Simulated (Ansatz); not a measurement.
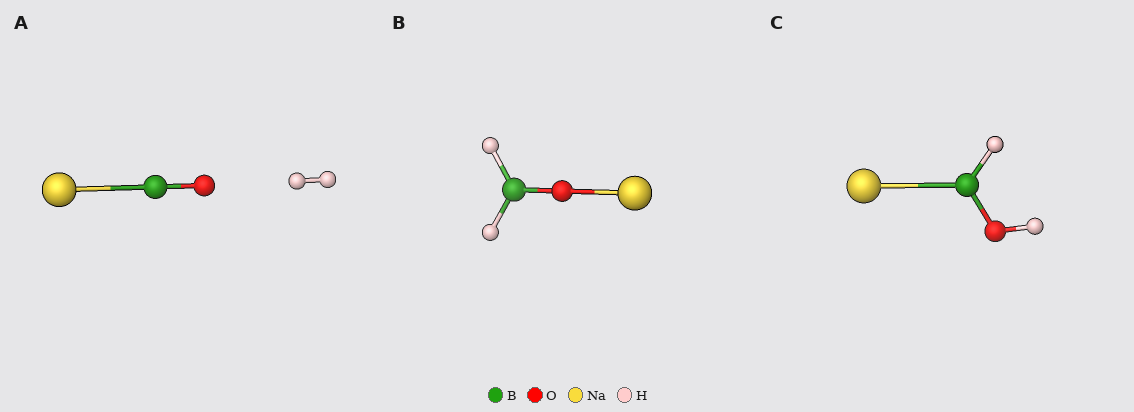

3 stationary structures of one formula. Geometries: PBE-D4/def2-SVP. Electronic energies: PBE-D4/def2-SVP (Ansatz 0.2.0), without zero-point energy. No frequency run is at hand to confirm each as a minimum.

### Rank them by energy, lowest first.

B is lowest; A lies 115.6 kJ/mol above it (C∞v), C lies 175.6 kJ/mol above it (Cs).
